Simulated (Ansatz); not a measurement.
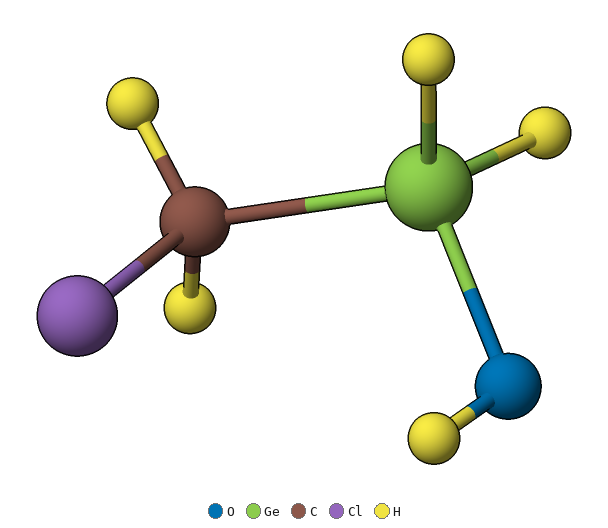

Sticks follow a distance rule. Harmonic vibrations computed with RKS PBE0-D4/def2-TZVP (Ansatz 0.2.0) at a stationary point of the same level.

> Minimum or transition state?

A minimum: no imaginary frequency, and the lowest mode lies at 69 cm⁻¹.

> How many vibrational modes are there, and where do they lie?

21 modes: 69, 142, 219, 271, 469, 596, 655, 705, 727, 762, 813, 864, 960, 1123, 1187, 1430, 2148, 2176, 3099, 3168, 3877 cm⁻¹.
